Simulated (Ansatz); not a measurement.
# BH3S (triplet): one geometry, many settings at distance B1–H4 along a hydrogen transfer = 1.481 Å

What do other methods and options give for BH3S (triplet) at this geometry, and how long do they take?

Method: the settings change from run to run; program: Ansatz 0.2.0, Gaussian basis.

12 further runs of the same task are left out: 7 for a known fault of the program, 5 that didn't finish.

**1. The geometry**

The geometry derives from fragments relaxed apart (PBE0/def2-TZVP) and kept rigid, so it is no stationary point. A hydrogen atom is moved between rigid fragments.

5 atoms, charge 0, spin multiplicity 3.

Atoms are counted from 1 here; the program's logs count them from 0.

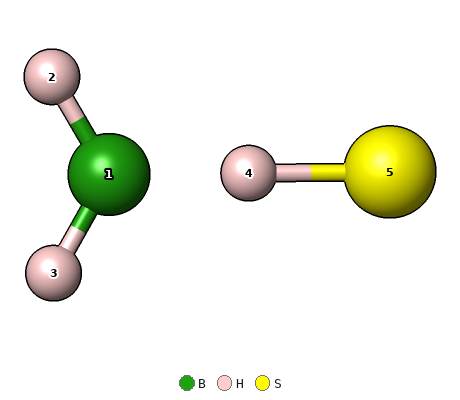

The geometry (boron green, hydrogen pink, sulfur yellow); atoms are numbered from 1 in the order of the file.

**2. HF/cc-pVDZ**

Input file in.yaml:

```yaml
crystal:
  periodic: [false, false, false]
  atoms:
    - {symbol: B, position_ang: [-2.085308, 0.000000, 0.000000]}
    - {symbol: H, position_ang: [-2.682041, 1.033571, 0.000000]}
    - {symbol: H, position_ang: [-2.682041, -1.033571, 0.000000]}
    - {symbol: H, position_ang: [-0.604308, 0.000000, 0.000000]}
    - {symbol: S, position_ang: [0.890692, 0.000000, 0.000000]}
basis:
  gaussian: {orbitals: cc-pVDZ}
magnetization: {spin_polarized: true, initial_magnetization: 2}
hamiltonian: {xc: hf}
output: {forces: true, orbitals: {seedname: orbitals}}
```

Launch:

```sh
ansatz run in.yaml --threads 1 --pin off --events-out ev --progress --plain --max-ram 2393MiB
```

Output:

```text
Functional definition: HF
  name "HF"
  cite "Fock, Z. Phys. 61, 126 (1930) doi:10.1007/BF01340294"
  parent pbe
  exchange = exact_x
  correlation = 0
453 factors; integrals over basis functions are off by at most 1.2e-3 eV
mean field evaluation 1: about -11531.9873 eV, gradient 9.3e0 eV
mean field evaluation 2: about -11532.0108 eV, gradient 9.3e0 eV
mean field evaluation 4: about -11533.0304 eV, gradient 1.3e0 eV
mean field evaluation 8: about -11533.0573 eV, gradient 4.6e-4 eV
mean field evaluation 16: about -11533.0573 eV, gradient 3.1e-6 eV
mean field evaluation 32: about -11533.0152 eV, gradient 4.3e-1 eV
mean field evaluation 64: about -11533.0178 eV, gradient 2.3e-5 eV
mean field evaluation 96: about -11531.2153 eV, gradient 1.1e0 eV
mean field -11533.05728634 eV, -423.8320378860 hartree, gradient 3.1e-6 eV, S^2 2.033154; 5 other end points of the search recorded, 0 dependent functions left out
the calculation of the forces begins
reference -11533.05728634 eV, -423.8320378860 hartree; 13, 11 occupied and 34, 36 virtual orbitals, 453 factors
Total energy: -11533.05728634 eV, -423.8320378860 hartree
Atom 0 at    -2.085308     0.000000     0.000000 Å, force    -0.289814     0.000000    -0.000000 eV/Å
Atom 1 at    -2.682041     1.033571     0.000000 Å, force     0.245941     0.200432     0.000000 eV/Å
Atom 2 at    -2.682041    -1.033571     0.000000 Å, force     0.245941    -0.200432     0.000000 eV/Å
Atom 3 at    -0.604308     0.000000     0.000000 Å, force    -2.017770    -0.000000    -0.000000 eV/Å
Atom 4 at     0.890692     0.000000     0.000000 Å, force     1.815703     0.000000     0.000000 eV/Å
Dipole moment:    -0.409960     0.000000    -0.000000 e Å
```

It took 0.84 s on 1 thread of Intel Xeon Platinum 8488C, shared host.

From the report: ⟨S²⟩ of the determinant 2.033 (pure triplet: 2.00).

**3. MP2 on UHF/STO-3G**

in.yaml, as its differences from that of step 2:

```diff
@@ -9,5 +9,6 @@
 basis:
-  gaussian: {orbitals: cc-pVDZ}
+  gaussian: {orbitals: STO-3G}
 magnetization: {spin_polarized: true, initial_magnetization: 2}
-hamiltonian: {xc: hf}
-output: {forces: true, orbitals: {seedname: orbitals}}
+correlation: {method: mp2, electrons: outside_noble_gas}
+accuracy: high
+scf: {lower_state_search: full}
```

Same command.

Output, cut to the lines that bear on the results:

```text
Functional definition: HF
  name "HF"
  cite "Fock, Z. Phys. 61, 126 (1930) doi:10.1007/BF01340294"
  parent pbe
[...]
268 factors; integrals over basis functions are off by at most 3.9e-8 eV
[...]
mean field -11405.00368171 eV, -419.1261547137 hartree, gradient 1.2e-8 eV, S^2 2.033969; 14 other end points of the search recorded, 0 dependent functions left out
6 core orbitals not correlated: weight in the atoms' cores, before any rotation towards them, 1.000 or more for the frozen orbitals, at most 0.000 for the correlated occupied ones
reference -11405.00368171 eV, -419.1261547137 hartree; 7, 5 occupied and 4, 6 virtual orbitals, 268 factors
second order -1.09743451 eV of doubles, -0.00000000 eV of singles
Total energy: -11406.10111622 eV, -419.1664846881 hartree
```

Wall time 0.36 s (1 thread of Intel Xeon Platinum 8488C, shared host).

From the report: ⟨S²⟩ of the determinant 2.034 (pure triplet: 2.00).

**4. NEVPT2(2,9)/cc-pVDZ**

in.yaml, as its differences from that of step 3:

```diff
@@ -9,6 +9,6 @@
 basis:
-  gaussian: {orbitals: STO-3G}
-magnetization: {spin_polarized: true, initial_magnetization: 2}
-correlation: {method: mp2, electrons: outside_noble_gas}
+  gaussian: {orbitals: cc-pVDZ}
+magnetization: {spin_polarized: false, initial_magnetization: 2}
+correlation: {method: sc_nevpt2, electrons: outside_noble_gas, active_space: {window: {electrons: 2, orbitals: 9}, states: [{multiplicity: 3, weights: [0.5, 1, 1, 0.5]}], root: 3}}
 accuracy: high
-scf: {lower_state_search: full}
+output: {forces: true}
```

Same command.

Output, cut to the lines that bear on the results:

```text
Functional definition: HF
  name "HF"
  cite "Fock, Z. Phys. 61, 126 (1930) doi:10.1007/BF01340294"
  parent pbe
[...]
986 factors; integrals over basis functions are off by at most 3.6e-9 eV
[...]
mean field -11532.76577753 eV, -423.8213251350 hartree, gradient 1.6e-8 eV, S^2 2.000000; 6 other end points of the search recorded, 0 dependent functions left out
reference -11532.76577753 eV, -423.8213251350 hartree; 13, 11 occupied and 34, 36 virtual orbitals, 986 factors
state -11532.47591822 eV, -423.8106730015 hartree
state -11530.78202949 eV, -423.7484237391 hartree
state -11526.42169557 eV, -423.5881844228 hartree
state -11523.71669195 eV, -423.4887773735 hartree
state -11532.47591822 eV, -423.8106730015 hartree; corrected -11538.20885082 eV, -424.0213543887 hartree
state -11530.78202949 eV, -423.7484237391 hartree; corrected -11536.43882815 eV, -423.9563072556 hartree
state -11526.42169557 eV, -423.5881844228 hartree; corrected -11532.20927841 eV, -423.8008741693 hartree
state -11523.71669195 eV, -423.4887773735 hartree; corrected -11529.48618712 eV, -423.7008024102 hartree
[...]
Total energy: -11529.48618712 eV, -423.7008024102 hartree
Atom 0 at    -2.085308     0.000000     0.000000 Å, force     1.986932    -0.000000    -0.000000 eV/Å
Atom 1 at    -2.682041     1.033571     0.000000 Å, force    -0.695396     1.279328     0.000000 eV/Å
Atom 2 at    -2.682041    -1.033571     0.000000 Å, force    -0.695396    -1.279328    -0.000000 eV/Å
Atom 3 at    -0.604308     0.000000     0.000000 Å, force     1.134668    -0.000000     0.000000 eV/Å
Atom 4 at     0.890692     0.000000     0.000000 Å, force    -1.730808     0.000000     0.000000 eV/Å
Dipole moment:     0.457492    -0.000000    -0.000000 e Å
```

It took 7.5 s on 1 thread of Intel Xeon Platinum 8488C, shared host.

From the report: 18 determinants; active occupations (of the averaged states) 0.67, 0.66, 0.49, 0.17, 0.01, 0.00, 0.00, 0.00, 0.00.

**5. BCCD(T) on ROHF/cc-pVDZ**

in.yaml, as its differences from that of step 4:

```diff
@@ -11,4 +11,3 @@
 magnetization: {spin_polarized: false, initial_magnetization: 2}
-correlation: {method: sc_nevpt2, electrons: outside_noble_gas, active_space: {window: {electrons: 2, orbitals: 9}, states: [{multiplicity: 3, weights: [0.5, 1, 1, 0.5]}], root: 3}}
+correlation: {method: bccd_t, electrons: outside_noble_gas}
 accuracy: high
-output: {forces: true}
```

The command is unchanged.

Output, cut to the lines that bear on the results:

```text
Functional definition: HF
  name "HF"
  cite "Fock, Z. Phys. 61, 126 (1930) doi:10.1007/BF01340294"
  parent pbe
[...]
986 factors; integrals over basis functions are off by at most 3.6e-9 eV
[...]
mean field -11532.76577753 eV, -423.8213251350 hartree, gradient 1.6e-8 eV, S^2 2.000000; 10 other end points of the search recorded, 0 dependent functions left out
[...]
determinant -11532.76577753 eV, -423.8213251350 hartree, with singles and doubles -11539.39094302 eV, -424.0647954758 hartree
determinant -11532.72653341 eV, -423.8198829401 hartree, with singles and doubles -11539.34616681 eV, -424.0631499804 hartree
determinant -11530.85454928 eV, -423.7510887922 hartree, with singles and doubles -11537.63441867 eV, -424.0002443965 hartree
determinant -11530.84792582 eV, -423.7508453846 hartree, with singles and doubles -11537.62833999 eV, -424.0000210094 hartree
determinant -11530.76224650 eV, -423.7476967276 hartree, with singles and doubles -11537.31771798 eV, -423.9886058610 hartree
determinant -11532.76577753 eV, -423.8213251350 hartree, with singles and doubles -11539.39082022 eV, -424.0647909630 hartree
determinant -11532.72653341 eV, -423.8198829401 hartree, with singles and doubles -11539.34610568 eV, -424.0631477340 hartree
6 core orbitals not correlated: weight in the atoms' cores, before any rotation towards them, 1.000 or more for the frozen orbitals, at most 0.000 for the correlated occupied ones
reference -11532.76577753 eV, -423.8213251350 hartree; 7, 5 occupied and 34, 36 virtual orbitals, 986 factors
second order -5.41183121 eV of doubles, -0.16068763 eV of singles
cycle   1  -6.62892421 eV  change   -3.9e-3 eV  update   4.9e-3
[...]
cycle  21  -6.62557756 eV  change   2.7e-10 eV  update  6.0e-10
perturbative correction -0.13759273 eV, -0.0050564397 hartree
Total energy: -11539.52894783 eV, -424.0698670592 hartree
```

It took 8.5 s on 1 thread of Intel Xeon Platinum 8488C, shared host.

From the report: correlation -6.7632 eV; largest double amplitude 0.04.

**6. All runs side by side**

Where basis and cores are those of an earlier UCCSDT(Q)/cc-pVDZ run (-11539.5645 eV), and the state is the same kind, the miss against it is given.

```csv
level,correlated,functions,energy (eV),from UCCSDT(Q) (meV),time
HF/cc-pVDZ,,47,-11533.0573,6507.2,0.84 s
MP2 on UHF/STO-3G,outside noble gas,17,-11406.1011,,0.36 s
"NEVPT2(2,9)/cc-pVDZ (excited root 3 of an average)",outside noble gas,47,-11529.4862,,7.5 s
BCCD(T) on ROHF/cc-pVDZ,outside noble gas,47,-11539.5289,35.5,8.5 s
```

**7. Summary of results**

```
quantity                           value
    runs                               4
quickest       MP2 on UHF/STO-3G, 0.36 s
 slowest  BCCD(T) on ROHF/cc-pVDZ, 8.5 s
```

What this shows: Total energies in different bases, with other cores or another treatment of relativity can't be set against each other. BCCD(T) on ROHF/cc-pVDZ took 24 times as long as MP2 on UHF/STO-3G; the jobs differ in more than the method. Hartree-Fock, CASSCF and CASCI lack dynamic correlation by design.
